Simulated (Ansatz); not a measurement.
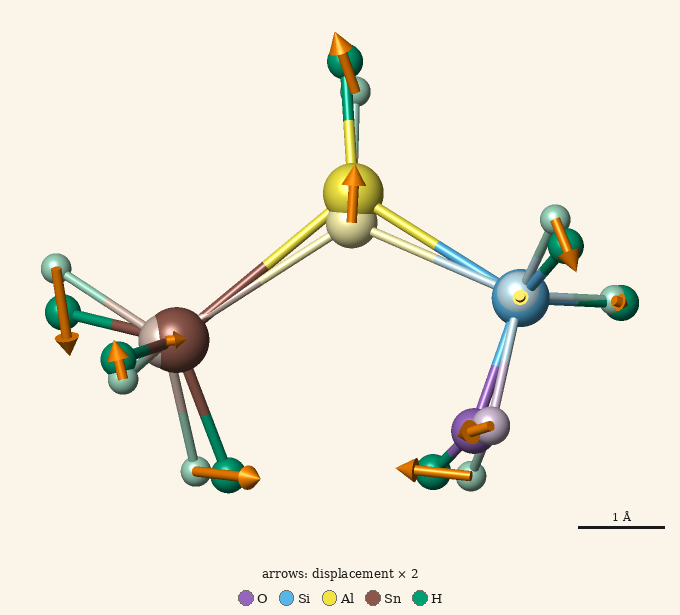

This is a relaxation of AlSnSiH7O (coarse preliminary run). The starting structure is drawn faded, the final one solid; orange arrows show the displacements, magnified 2 times. The two geometries are superimposed by the best rigid fit.

The picture is a ball-and-stick view, seen at a tilt.

The start comes from a force field.

Level of theory: RKS PBE-D4/def2-SVP in Ansatz 0.2.0. Settings: force threshold 0.03 eV/Å; at most 200 steps.

**Atoms of which element are displaced furthest, and by how much?**

Hydrogen: up to 0.63 Å, against 0.34 Å for aluminium.

**What did the optimiser do to the structure, and how much energy did it gain?**

After 13 geometry steps the energy has fallen by 7.93 kcal/mol. Largest force component: 2.4 eV/Å at the start, 0.025 eV/Å at the end. The largest move after the best rigid fit is that of an H atom, 0.63 Å. By element the largest moves are H 0.63 Å, Al 0.34 Å, O 0.30 Å, Sn 0.12 Å, Si 0.09 Å. Some distances before and after: Al–Sn 2.562 → 2.675 Å, Al–Si 2.359 → 2.472 Å, H–Sn 1.827 → 1.744 Å, O–Si 1.658 → 1.700 Å. Among the angles between lasting bonds that change: Si–Al–Sn 120.7° → 107.5°, Si–Al–H 117.9° → 128.6°, Al–Sn–H 111.3° → 119.0°. Groups turn about Al–Sn by about 20°. The run took 18 s on 4 threads of Arm Neoverse V2, with other jobs on the host.
